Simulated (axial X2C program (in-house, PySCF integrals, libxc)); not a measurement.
**InMo: properties at the nuclei**

Aim: properties at the nuclei of InMo, with spin–orbit coupling in the Hamiltonian from the start.

Method: two-component X2C with atomic mean-field terms, In dyall-cv3z, Mo dyall-cv3z; program: an in-house X2C program for linear molecules on PySCF integrals.

All values are calculated.

**1. Set-up**

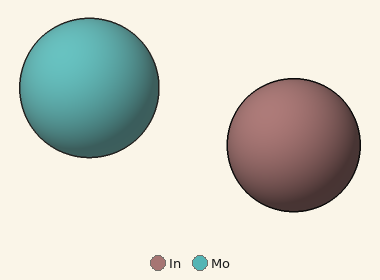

The two atoms at 2.800 Å (indium brown, molybdenum teal).

task.json reads:

```json
{"zs": [49, 42], "q": 0, "bas": ["dyall-cv3z", "dyall-cv3z"], "r0": 2.8, "levels": ["PBE0", "HF", "B3LYP", "PBE50", "BP86"], "nst": 3}
```

Keys: zs atomic numbers; q charge; bas basis sets; r0 starting distance in Å; levels methods (HF also brings MP2); nst determinants followed.

The run is started by

```console
python soeom.py task.json out
```

The runs that follow: Expectation values, lowest determinant; Expectation values, a higher determinant; Expectation values, a higher determinant.

**Question.** What will these runs give? Wanted: lowest determinant; Eeff magnitude; Ws magnitude In; A∥/gI In; qzz In; higher determinant (for each run or level that gives them).

As calculated:

| quantity | value |
| --- | --- |
| lowest determinant | Ω = 5/2 (excess of +ω over −ω: ω = 5/2) |
| Eeff magnitude (GV/cm), PBE0 | 1.79 |
| Ws magnitude In (kHz), PBE0 | 0.147 |
| A∥/gI In (MHz), PBE0 | -39.4 |
| qzz In (a.u.), PBE0 | -5.63 |
| higher determinant | Ω = 7/2 (excess of +ω over −ω: 2 × ω = 1/2, ω = 5/2) |
| Eeff magnitude (GV/cm), PBE0, higher determinant | 6.99 |
| Ws magnitude In (kHz), PBE0, higher determinant | 1.05 |
| A∥/gI In (MHz), PBE0, higher determinant | 305 |
| qzz In (a.u.), PBE0, higher determinant | 0.57 |
| higher determinant | Ω = 3/2 (excess of +ω over −ω: ω = 1/2, ω = -3/2, ω = 5/2) |
| Eeff magnitude (GV/cm), PBE0, higher determinant | 7.98 |
| Ws magnitude In (kHz), PBE0, higher determinant | 2.87 |
| A∥/gI In (MHz), PBE0, higher determinant | 30.9 |
| qzz In (a.u.), PBE0, higher determinant | 0.28 |

**Reading.** In the first state, the effective field runs from 1.01 to 2.21 GV/cm over the mean-field levels, so the levels don't agree on it. The expectation values come from single determinants, which for open shells can mix terms of unlike spin or miss the lowest Ω, so a determinant need not be a state. Eeff is the effective electric field on the electron dipole moment in this Ω state and Ws the scalar–pseudoscalar constant (defined with the proton number Z and per Ω); A∥ is the parallel hyperfine constant, which follows by multiplying with the nuclear g factor gI = μI/(I μN); qzz is the electric field gradient, eQq0 = 234.96 MHz × Q/barn × qzz; μ is positive if Mo is the positive end. The operators were transformed with the bare-nucleus X2C matrices.
